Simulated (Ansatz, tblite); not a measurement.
**The cluster Ge3H2O7: a ladder of methods and basis sets**

Aim: run the singlet of the cluster Ge3H2O7 at one geometry on many levels, and compare frontier levels, spin and run time.

Program: Ansatz 0.2.0, Gaussian basis. Level of theory: as each input shows. These are calculated values, not measurements.

Plan: GFN1-xTB, GFN2-xTB, PBE-D4/def2-TZVP, r2SCAN-D4/def2-TZVP, LDA/def2-TZVP, B97M-V/def2-TZVP, PBE-D4/def2-SVP, PBE0-D4/def2-SVP, HF/STO-3G, HF/6-31G, B3LYP-D4/6-31G, MP2/def2-SVP.

2 further runs of the same task are left out: 2 set aside as unsound or not needed.

### Step 1. The geometry

The singlet was relaxed beforehand with r2SCAN-D4/def2-SVP. At that level it is the lowest of the isomers that a small search found.

12 atoms, charge 0, spin multiplicity 1.

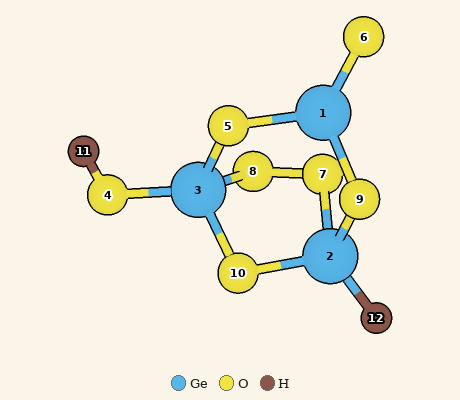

The geometry (germanium blue, oxygen yellow, hydrogen brown); atoms are numbered from 1 in the order of the file.

PBE0-D4/def2-TZVP was run before; its log isn't repeated, and its numbers join the tables.

### Step 2. GFN1-xTB

Tight binding, by tblite at 300 K electronic temperature and without a spin-polarisation term:

```python
tblite.interface.Calculator('GFN1-xTB', numbers, positions, charge=0, uhf=0).singlepoint()
```

Energy -1058.1714 eV, HOMO -12.96 eV, LUMO -7.19 eV; 0.044 s.

### Step 3. GFN2-xTB

Tight binding, by tblite at 300 K electronic temperature and without a spin-polarisation term:

```python
tblite.interface.Calculator('GFN2-xTB', numbers, positions, charge=0, uhf=0).singlepoint()
```

Energy -962.1085 eV, HOMO -13.34 eV, LUMO -8.65 eV; 0.036 s.

### Step 4. PBE-D4/def2-TZVP

start.molden holds the orbitals of an earlier run on this state, given as this run's starting guess.

The input, in.yaml:

```yaml
crystal:
  periodic: [false, false, false]
  atoms:
    - {symbol: Ge, position_ang: [1.401822, 0.908202, 0.966626]}
    - {symbol: Ge, position_ang: [1.057002, -1.263808, -0.810511]}
    - {symbol: Ge, position_ang: [-1.299788, -0.017333, 0.065013]}
    - {symbol: O, position_ang: [-3.018801, -0.023428, 0.267537]}
    - {symbol: O, position_ang: [-0.337986, 0.656379, 1.377220]}
    - {symbol: O, position_ang: [2.311979, 2.176084, 1.435992]}
    - {symbol: O, position_ang: [0.774503, 0.592830, -1.179830]}
    - {symbol: O, position_ang: [-0.649713, 0.886511, -1.389421]}
    - {symbol: O, position_ang: [2.020863, -0.764250, 0.570368]}
    - {symbol: O, position_ang: [-0.619601, -1.617776, -0.362488]}
    - {symbol: H, position_ang: [-3.311872, 0.632548, 0.918630]}
    - {symbol: H, position_ang: [1.671600, -2.165969, -1.859115]}
basis:
  gaussian: {orbitals: def2-TZVP, initial_orbitals: start.molden}
hamiltonian: {xc: pbe, dispersion: d4}
scf: {omitted_lower_state_checks: [starts]}
output: {orbitals: {seedname: orbitals}}
```

On the command line:

```console
$ ansatz run in.yaml --threads 4 --pin off --events-out ev --progress --plain --max-ram 6963MiB
```

Log:

```text
Functional definition: PBE
  name "PBE"
  cite "Perdew, Burke & Ernzerhof, Phys. Rev. Lett. 77, 3865 (1996) doi:10.1103/PhysRevLett.77.3865"
  parent pbe
  parameter kappa = 0.804
  parameter beta = 0.06672455060314922
  exchange = pbe_x(kappa = kappa, mu = beta*pi^2/3)
  correlation = pbe_c(beta = beta)
these checks for a lower state are left out or cut short: starts
2219 factors; their error is unknown
mean field evaluation 1: about -183884.7764 eV, gradient 1.9e1 eV
mean field evaluation 2: about -183885.1945 eV, gradient 4.7e-1 eV
mean field evaluation 4: about -183885.1547 eV, gradient 2.8e-1 eV
mean field evaluation 8: about -183885.1547 eV, gradient 2.1e-5 eV
mean field -183885.15472570 eV, -6757.6547943351 hartree, gradient 2.1e-5 eV, S^2 0.000000; 0 other end points of the search recorded, 0 dependent functions left out
reference -183885.15476909 eV, -6757.6547959293 hartree; 77, 77 occupied and 296, 296 virtual orbitals, 2219 factors
Total energy: -183885.67643265 eV, -6757.6739667118 hartree
Checks for a lower state left out: starts
```

Wall time 13 s (4 threads of Intel Xeon at 2.50GHz, shared host); peak memory 0.94 GiB.

From the report: HOMO -6.39 eV, LUMO -3.09 eV.

### Step 5. r2SCAN-D4/def2-TZVP

Edit in.yaml of step 4 so:

```diff
@@ -17,3 +17,3 @@
   gaussian: {orbitals: def2-TZVP, initial_orbitals: start.molden}
-hamiltonian: {xc: pbe, dispersion: d4}
+hamiltonian: {xc: r2scan, dispersion: d4}
 scf: {omitted_lower_state_checks: [starts]}
```

The command is unchanged.

Log:

```text
Functional definition: r2SCAN
  name "r2SCAN"
  cite "Furness, Kaplan, Ning, Perdew & Sun, J. Phys. Chem. Lett. 11, 8208 (2020) doi:10.1021/acs.jpclett.0c02405"
  cite "Furness, Kaplan, Ning, Perdew & Sun, J. Phys. Chem. Lett. 11, 9248 (2020) doi:10.1021/acs.jpclett.0c03077"
  parent r2scan
  parameter k0 = 0.174
  parameter k1 = 0.065
  parameter a1 = 4.9479
  exchange = r2scan_x(k0 = k0, k1 = k1, a1 = a1)
  correlation = r2scan_c
these checks for a lower state are left out or cut short: starts
2219 factors; their error is unknown
mean field evaluation 1: about -183917.9028 eV, gradient 1.2e1 eV
mean field evaluation 2: about -183918.0086 eV, gradient 1.7e-1 eV
mean field evaluation 4: about -183917.9755 eV, gradient 4.3e-4 eV
mean field -183917.97549045 eV, -6758.8609351926 hartree, gradient 1.5e-5 eV, S^2 0.000000; 0 other end points of the search recorded, 0 dependent functions left out
reference -183917.97550205 eV, -6758.8609356190 hartree; 77, 77 occupied and 296, 296 virtual orbitals, 2219 factors
Total energy: -183918.09990211 eV, -6758.8655072371 hartree
Checks for a lower state left out: starts
```

Run time: 22 s. Hardware: 4 threads of Intel Xeon at 2.50GHz, shared host; peak memory 0.98 GiB.

HOMO -6.70 eV, LUMO -2.85 eV.

### Step 6. LDA/def2-TZVP

Edit in.yaml of step 5 so:

```diff
@@ -17,4 +17,4 @@
   gaussian: {orbitals: def2-TZVP, initial_orbitals: start.molden}
-hamiltonian: {xc: r2scan, dispersion: d4}
+hamiltonian: {xc: lda}
 scf: {omitted_lower_state_checks: [starts]}
-output: {orbitals: {seedname: orbitals}}
+output: {forces: true, orbitals: {seedname: orbitals}}
```

The command is unchanged.

Log (excerpt; [...] marks lines left out):

```text
Functional definition: SPW92
  name "SPW92"
  cite "Dirac, Proc. Camb. Phil. Soc. 26, 376 (1930) doi:10.1017/S0305004100016108"
  cite "Slater, Phys. Rev. 81, 385 (1951) doi:10.1103/PhysRev.81.385"
  cite "Perdew & Wang, Phys. Rev. B 45, 13244 (1992) doi:10.1103/PhysRevB.45.13244"
[...]
2219 factors; their error is unknown
[...]
mean field -183567.65915582 eV, -6745.9870473482 hartree, gradient 2.0e-5 eV, S^2 0.000000; 0 other end points of the search recorded, 0 dependent functions left out
[...]
reference -183567.65919595 eV, -6745.9870488228 hartree; 77, 77 occupied and 296, 296 virtual orbitals, 2219 factors
Total energy: -183567.65919595 eV, -6745.9870488228 hartree
Atom 0 at     1.401822     0.908202     0.966626 Å, force    -0.292907    -0.339480    -0.281246 eV/Å
Atom 1 at     1.057002    -1.263808    -0.810511 Å, force    -0.371483     0.582718     0.441499 eV/Å
[...]
Atom 3 at    -3.018801    -0.023428     0.267537 Å, force     0.330363    -0.270576    -0.286403 eV/Å
Atom 4 at    -0.337986     0.656379     1.377220 Å, force     0.107576     0.005273    -0.095867 eV/Å
Atom 5 at     2.311979     2.176084     1.435992 Å, force    -0.088484    -0.135723    -0.033682 eV/Å
Atom 6 at     0.774503     0.592830    -1.179830 Å, force    -0.464408    -0.059691     0.069899 eV/Å
Atom 7 at    -0.649713     0.886511    -1.389421 Å, force     0.445288    -0.236888     0.257732 eV/Å
Atom 8 at     2.020863    -0.764250     0.570368 Å, force    -0.106007     0.136145    -0.095344 eV/Å
Atom 9 at    -0.619601    -1.617776    -0.362488 Å, force     0.083606     0.179846    -0.009361 eV/Å
Atom 10 at    -3.311872     0.632548     0.918630 Å, force    -0.082187     0.241327     0.241787 eV/Å
Atom 11 at     1.671600    -2.165969    -1.859115 Å, force     0.053046    -0.094843    -0.082587 eV/Å
Dipole moment:    -0.595741    -0.810068    -0.428099 e Å
Checks for a lower state left out: starts
```

Run time: 11 s. Hardware: 4 threads of Intel Xeon at 2.50GHz, shared host; peak memory 0.93 GiB.

From the report: HOMO -6.67 eV, LUMO -3.47 eV.

### Step 7. B97M-V/def2-TZVP

Edit in.yaml of step 6 so:

```diff
@@ -17,4 +17,4 @@
   gaussian: {orbitals: def2-TZVP, initial_orbitals: start.molden}
-hamiltonian: {xc: lda}
+hamiltonian: {xc: {name: B97M-V}}
 scf: {omitted_lower_state_checks: [starts]}
-output: {forces: true, orbitals: {seedname: orbitals}}
+output: {orbitals: {seedname: orbitals}}
```

Launched as before.

Log (excerpt; [...] marks lines left out):

```text
Functional definition: B97M-V
  name "B97M-V"
  cite "Mardirossian & Head-Gordon, J. Chem. Phys. 142, 074111 (2015) doi:10.1063/1.4907719"
  cite "Becke, J. Chem. Phys. 107, 8554 (1997) doi:10.1063/1.475007"
  cite "Vydrov & Van Voorhis, J. Chem. Phys. 133, 244103 (2010) doi:10.1063/1.3521275"
  # Of w^i u^j: cxij and so on, Table III.
[...]
  gx(w, u) = cx00 + cx01*u + cx02*u^2 + (cx10 + cx11*u)*w
  gss(w, u) = css00 + css02*u^2 + css10*w + (css32*w^3 + css42*w^4)*u^2
  gos(w, u) = cos00 + cos01*u + cos03*u^3 + cos10*w + cos32*w^3*u^2
[...]
      + integral(e_c_pw_mod_opposite_spin*gos(b97_w_opposite, b97_u_opposite)) + vv10(b, c)
[...]
2219 factors; their error is unknown
[...]
mean field -183889.16703641 eV, -6757.8022440337 hartree, gradient 1.5e-5 eV, S^2 0.000000; 0 other end points of the search recorded, 0 dependent functions left out
reference -183889.16709675 eV, -6757.8022462512 hartree; 77, 77 occupied and 296, 296 virtual orbitals, 2219 factors
Total energy: -183889.16709675 eV, -6757.8022462512 hartree
Checks for a lower state left out: starts
```

Wall time 37 s (4 threads of Intel Xeon at 2.50GHz, shared host); peak memory 1.1 GiB.

Report: HOMO -6.72 eV, LUMO -2.74 eV.

### Step 8. PBE-D4/def2-SVP

Edit in.yaml of step 7 so:

```diff
@@ -16,4 +16,4 @@
 basis:
-  gaussian: {orbitals: def2-TZVP, initial_orbitals: start.molden}
-hamiltonian: {xc: {name: B97M-V}}
+  gaussian: {orbitals: def2-SVP, initial_orbitals: start.molden}
+hamiltonian: {xc: pbe, dispersion: d4}
 scf: {omitted_lower_state_checks: [starts]}
```

Launched as before.

Log:

```text
Functional definition: PBE
  name "PBE"
  cite "Perdew, Burke & Ernzerhof, Phys. Rev. Lett. 77, 3865 (1996) doi:10.1103/PhysRevLett.77.3865"
  parent pbe
  parameter kappa = 0.804
  parameter beta = 0.06672455060314922
  exchange = pbe_x(kappa = kappa, mu = beta*pi^2/3)
  correlation = pbe_c(beta = beta)
these checks for a lower state are left out or cut short: starts
2170 factors; their error is unknown
mean field evaluation 1: about -183845.0067 eV, gradient 2.0e1 eV
mean field evaluation 2: about -183845.8851 eV, gradient 6.4e-1 eV
mean field evaluation 4: about -183845.7526 eV, gradient 9.9e-2 eV
mean field -183845.75259769 eV, -6756.2067928381 hartree, gradient 2.9e-5 eV, S^2 0.000000; 0 other end points of the search recorded, 0 dependent functions left out
reference -183845.75263915 eV, -6756.2067943618 hartree; 77, 77 occupied and 127, 127 virtual orbitals, 2170 factors
Total energy: -183846.27430271 eV, -6756.2259651443 hartree
Checks for a lower state left out: starts
```

Wall time 4.5 s (4 threads of Intel Xeon at 2.50GHz, shared host).

Report: HOMO -6.21 eV, LUMO -2.93 eV.

### Step 9. PBE0-D4/def2-SVP

Edit in.yaml of step 8 so:

```diff
@@ -17,3 +17,3 @@
   gaussian: {orbitals: def2-SVP, initial_orbitals: start.molden}
-hamiltonian: {xc: pbe, dispersion: d4}
+hamiltonian: {xc: pbe0, dispersion: d4}
 scf: {omitted_lower_state_checks: [starts]}
```

Launched as before.

Log:

```text
Functional definition: PBE0
  name "PBE0"
  cite "Adamo & Barone, J. Chem. Phys. 110, 6158 (1999) doi:10.1063/1.478522"
  cite "Perdew, Burke & Ernzerhof, Phys. Rev. Lett. 77, 3865 (1996) doi:10.1103/PhysRevLett.77.3865"
  parent pbe
  parameter a = 0.25
  parameter kappa = 0.804
  parameter beta = 0.06672455060314922
  exchange = (1 - a)*pbe_x(kappa = kappa, mu = beta*pi^2/3) + a*exact_x
  correlation = pbe_c(beta = beta)
these checks for a lower state are left out or cut short: starts
1940 factors; integrals over basis functions are off by at most 1.2e-3 eV
mean field evaluation 1: about -183848.3503 eV, gradient 1.7e1 eV
mean field evaluation 2: about -183848.8529 eV, gradient 3.4e-1 eV
mean field evaluation 4: about -183848.9892 eV, gradient 8.7e-4 eV
mean field -183848.98922988 eV, -6756.3257368775 hartree, gradient 2.2e-5 eV, S^2 0.000000; 0 other end points of the search recorded, 0 dependent functions left out
reference -183848.98926066 eV, -6756.3257380086 hartree; 77, 77 occupied and 127, 127 virtual orbitals, 1940 factors
Total energy: -183849.43522420 eV, -6756.3421268662 hartree
Checks for a lower state left out: starts
```

Wall time 12 s (4 threads of Intel Xeon at 2.50GHz, shared host); peak memory 0.78 GiB.

Report: HOMO -7.82 eV, LUMO -1.87 eV.

### Step 10. HF/STO-3G

Edit in.yaml of step 9 so:

```diff
@@ -16,4 +16,4 @@
 basis:
-  gaussian: {orbitals: def2-SVP, initial_orbitals: start.molden}
-hamiltonian: {xc: pbe0, dispersion: d4}
+  gaussian: {orbitals: STO-3G}
+hamiltonian: {xc: hf}
 scf: {omitted_lower_state_checks: [starts]}
```

The command is unchanged.

Log:

```text
Functional definition: HF
  name "HF"
  cite "Fock, Z. Phys. 61, 126 (1930) doi:10.1007/BF01340294"
  parent pbe
  exchange = exact_x
  correlation = 0
these checks for a lower state are left out or cut short: starts
1126 factors; integrals over basis functions are off by at most 4.3e-5 eV
mean field evaluation 1: about -181581.9562 eV, gradient 4.9e1 eV
mean field evaluation 2: about -181582.2596 eV, gradient 4.9e1 eV
mean field evaluation 4: about -181592.3650 eV, gradient 8.6e0 eV
mean field evaluation 8: about -181592.6741 eV, gradient 2.5e-1 eV
mean field -181592.67493761 eV, -6673.4077160214 hartree, gradient 2.3e-5 eV, S^2 0.000000; 0 other end points of the search recorded, 0 dependent functions left out
reference -181592.67493761 eV, -6673.4077160214 hartree; 77, 77 occupied and 14, 14 virtual orbitals, 1126 factors
Total energy: -181592.67493761 eV, -6673.4077160214 hartree
Checks for a lower state left out: starts
```

It took 2.1 s on 4 threads of Intel Xeon at 2.50GHz, shared host.

Report: HOMO -6.48 eV, LUMO 7.27 eV.

### Step 11. HF/6-31G

Edit in.yaml of step 10 so:

```diff
@@ -16,3 +16,3 @@
 basis:
-  gaussian: {orbitals: STO-3G}
+  gaussian: {orbitals: 6-31G}
 hamiltonian: {xc: hf}
```

Launched as before.

Log:

```text
Functional definition: HF
  name "HF"
  cite "Fock, Z. Phys. 61, 126 (1930) doi:10.1007/BF01340294"
  parent pbe
  exchange = exact_x
  correlation = 0
these checks for a lower state are left out or cut short: starts
1362 factors; integrals over basis functions are off by at most 3.7e-4 eV
mean field evaluation 1: about -183668.9250 eV, gradient 7.3e1 eV
mean field evaluation 2: about -183669.2545 eV, gradient 7.3e1 eV
mean field evaluation 4: about -183680.0580 eV, gradient 8.6e0 eV
mean field evaluation 8: about -183680.2496 eV, gradient 7.8e-1 eV
mean field -183680.25357614 eV, -6750.1248159757 hartree, gradient 7.7e-5 eV, S^2 0.000000; 0 other end points of the search recorded, 0 dependent functions left out
reference -183680.25357614 eV, -6750.1248159757 hartree; 77, 77 occupied and 77, 77 virtual orbitals, 1362 factors
Total energy: -183680.25357614 eV, -6750.1248159757 hartree
Checks for a lower state left out: starts
```

Run time: 4.9 s. Hardware: 4 threads of Intel Xeon at 2.50GHz, shared host.

Report: HOMO -12.22 eV, LUMO 0.93 eV.

### Step 12. B3LYP-D4/6-31G

Edit in.yaml of step 11 so:

```diff
@@ -17,3 +17,3 @@
   gaussian: {orbitals: 6-31G}
-hamiltonian: {xc: hf}
+hamiltonian: {xc: {name: B3LYP}, dispersion: d4}
 scf: {omitted_lower_state_checks: [starts]}
```

Same command.

Log (excerpt; [...] marks lines left out):

```text
Functional definition: B3LYP
  name "B3LYP"
  cite "Stephens, Devlin, Chabalowski & Frisch, J. Phys. Chem. 98, 11623 (1994) doi:10.1021/j100096a001"
  cite "Becke, Phys. Rev. A 38, 3098 (1988) doi:10.1103/PhysRevA.38.3098"
  cite "Lee, Yang & Parr, Phys. Rev. B 37, 785 (1988) doi:10.1103/PhysRevB.37.785"
  cite "Vosko, Wilk & Nusair, Can. J. Phys. 58, 1200 (1980) doi:10.1139/p80-159"
[...]
1362 factors; integrals over basis functions are off by at most 3.7e-4 eV
[...]
mean field -183888.14058379 eV, -6757.7645225958 hartree, gradient 4.9e-5 eV, S^2 0.000000; 0 other end points of the search recorded, 0 dependent functions left out
reference -183888.14091010 eV, -6757.7645345874 hartree; 77, 77 occupied and 77, 77 virtual orbitals, 1362 factors
Total energy: -183888.99014293 eV, -6757.7957433183 hartree
Checks for a lower state left out: starts
```

It took 8 s on 4 threads of Intel Xeon at 2.50GHz, shared host.

Report: HOMO -7.96 eV, LUMO -2.96 eV.

### Step 13. MP2/def2-SVP

Edit in.yaml of step 12 so:

```diff
@@ -16,4 +16,4 @@
 basis:
-  gaussian: {orbitals: 6-31G}
-hamiltonian: {xc: {name: B3LYP}, dispersion: d4}
+  gaussian: {orbitals: def2-SVP, initial_orbitals: start.molden}
+correlation: {method: mp2}
 scf: {omitted_lower_state_checks: [starts]}
```

Same command.

Log:

```text
Functional definition: HF
  name "HF"
  cite "Fock, Z. Phys. 61, 126 (1930) doi:10.1007/BF01340294"
  parent pbe
  exchange = exact_x
  correlation = 0
these checks for a lower state are left out or cut short: starts
1940 factors; integrals over basis functions are off by at most 1.2e-3 eV
mean field evaluation 1: about -183677.4800 eV, gradient 3.8e1 eV
mean field evaluation 2: about -183680.2249 eV, gradient 2.4e0 eV
mean field evaluation 4: about -183680.2733 eV, gradient 1.3e-1 eV
mean field evaluation 8: about -183680.2733 eV, gradient 2.4e-6 eV
mean field -183680.27330366 eV, -6750.1255409487 hartree, gradient 2.4e-6 eV, S^2 0.000000; 0 other end points of the search recorded, 0 dependent functions left out
34 core orbitals not correlated: weight in the atoms' cores, before any rotation towards them, 1.000 or more for the frozen orbitals, at most 0.000 for the correlated occupied ones
reference -183680.27330366 eV, -6750.1255409487 hartree; 43, 43 occupied and 127, 127 virtual orbitals, 1940 factors
second order -53.62856816 eV of doubles, -0.00000000 eV of singles
Total energy: -183733.90187182 eV, -6752.0963544778 hartree
Checks for a lower state left out: starts
```

Wall time 14 s (4 threads of Intel Xeon at 2.50GHz, shared host); peak memory 0.76 GiB.

From the report: Hartree-Fock HOMO -11.72 eV, LUMO 1.85 eV.

### Step 14. Levels side by side

| level | functions | HOMO (eV) | LUMO (eV) | gap (eV) | time |
| --- | --- | --- | --- | --- | --- |
| HF/STO-3G | 91 | -6.48 | 7.27 | 13.75 | 2.1 s |
| HF/6-31G | 154 | -12.22 | 0.93 | 13.15 | 4.9 s |
| LDA/def2-TZVP | 373 | -6.67 | -3.47 | 3.20 | 11 s |
| PBE-D4/def2-SVP | 204 | -6.21 | -2.93 | 3.28 | 4.5 s |
| PBE-D4/def2-TZVP | 373 | -6.39 | -3.09 | 3.29 | 13 s |
| r2SCAN-D4/def2-TZVP | 373 | -6.70 | -2.85 | 3.85 | 22 s |
| B97M-V/def2-TZVP | 373 | -6.72 | -2.74 | 3.98 | 37 s |
| B3LYP-D4/6-31G | 154 | -7.96 | -2.96 | 5.00 | 8 s |
| PBE0-D4/def2-SVP | 204 | -7.82 | -1.87 | 5.95 | 12 s |
| PBE0-D4/def2-TZVP | 373 | -7.93 | -1.98 | 5.95 | 36 s |

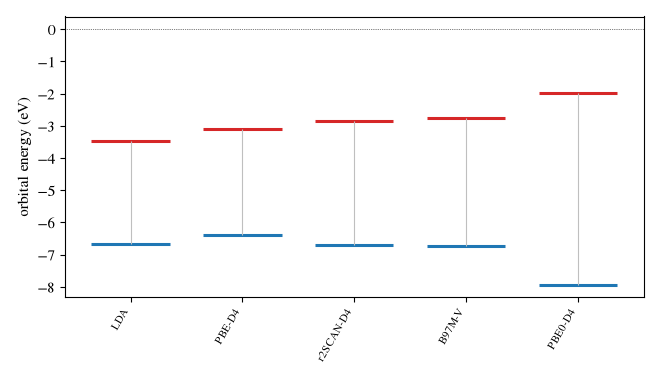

Highest filled (blue) and lowest empty (red) level in def2-TZVP.

Energy pieces by basis (eV):

| basis | HF | MP2 correlation | total |
| --- | --- | --- | --- |
| def2-SVP | -183680.2733 | -53.6286 | -183733.9019 (MP2) |

### Step 15. Binding energy

Free atoms were run apart at each level; binding is atoms less cluster, divided by the number of atoms, without zero-point or spin-orbit terms.

| level | binding an atom (eV) |
| --- | --- |
| HF/STO-3G | 2.124 |
| HF/6-31G | 1.584 |
| HF/def2-SVP | 2.068 |
| LDA/def2-TZVP | 4.849 |
| PBE-D4/def2-SVP | 4.088 |
| PBE-D4/def2-TZVP | 4.086 |
| r2SCAN-D4/def2-TZVP | 3.958 |
| B97M-V/def2-TZVP | 3.940 |
| B3LYP-D4/6-31G | 3.483 |
| PBE0-D4/def2-SVP | 3.814 |
| PBE0-D4/def2-TZVP | 3.842 |
| MP2/def2-SVP | 3.763 |

### Step 16. Summary of results

| quantity | value |
| --- | --- |
| gap in def2-TZVP, named functionals, smallest and largest | 3.20 eV (LDA), 5.95 eV (PBE0-D4) |
| correlation energy, MP2/def2-SVP | -53.63 eV |
| binding an atom, functionals in def2-TZVP | 3.84 (PBE0-D4) to 4.85 eV (LDA) |
| PBE0 total energy, smallest basis above largest | 39.45 eV (def2-SVP, def2-TZVP) |

Orbital gaps of the named functionals in def2-TZVP span 3.20 eV (LDA) to 5.95 eV (PBE0-D4); exact exchange widens it.

The slowest run with a step of its own, B97M-V/def2-TZVP, took 37 s; the quickest functional in def2-TZVP took 11 s (shared host).
